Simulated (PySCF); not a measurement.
H$_{2}$N$_{2}$, SMILES `N=N`.

Level of theory: PBE0/def2-TZVP (PySCF), at a geometry from GFN2-xTB. No frequency check shows the geometry to be a minimum. Without diffuse functions Rydberg states are missing, so the states' numbers hold for this basis only.

Coordinates in Å:

```
N1       0.5879    0.1878    0.0000
N2      -0.5879   -0.1878    0.0000
H3       1.2144   -0.6366    0.0000
H4      -1.2144    0.6366    0.0000
```

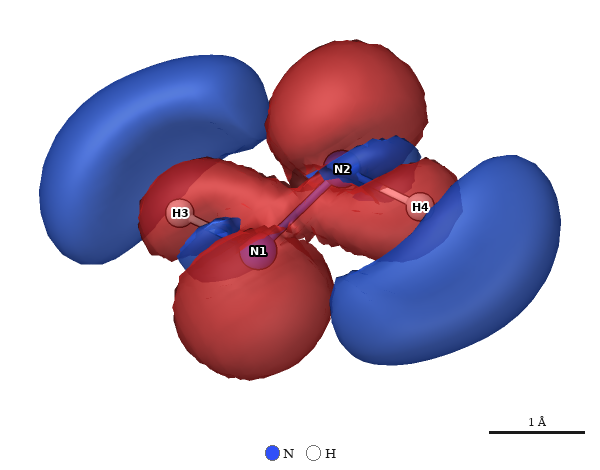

Unrelaxed difference density of S₂ less the ground state (TDA singlet states), ±0.02 e/Å³; blue: gain, red: loss.

Question: How does the charge move on excitation?

Answer: 0.77 e is displaced in all, of which about 0.4 e passes between atoms: N1 and N2 (0.22 e each) lose electrons and H3 and H4 (0.22 e each) gain them. The state: 7.00 eV (177 nm), f = 0.000 (dark), partly diffuse acceptor orbital, which a basis without diffuse functions describes poorly; the leading pair carries 100 %; hole on N1 and N2 (42 % each) and H3 and H4 (8 % each), electron on H3 and H4 (30 % each) and N1 and N2 (20 % each) (atom shares of so diffuse an orbital are rough); their centroids lie 0.0 Å apart.
